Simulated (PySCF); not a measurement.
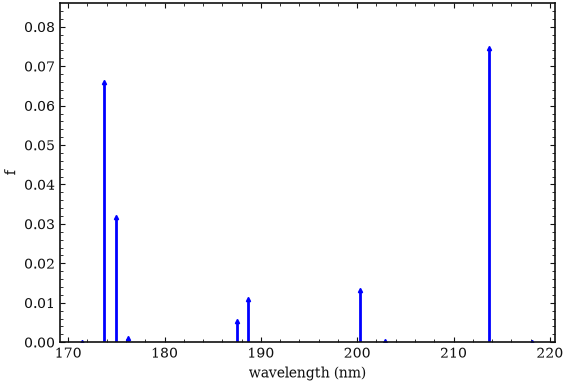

Vertical TDDFT excitations, PBE0/6-31+G(d), PySCF, at a PBE0-D3(BJ)/def2-SVP geometry (no frequency check), gas phase. Only the first 10 singlet excitations are included.

Which molecule gives this spectrum?
A. C₄H₇F, SMILES C=C(C)CF
B. C₃H₇NSi, SMILES CC#C[SiH2]N
C. C₅H₁₀ (trans-2-pentene), SMILES C/C=C/CC

Answer. Option B. Its lowest singlet lies at 5.68 eV (f = 0.000) and the brightest of those computed is S2 at 5.80 eV (214 nm), f = 0.075, mainly HOMO → LUMO (85 %).

Note: core orbitals are frozen in the response.
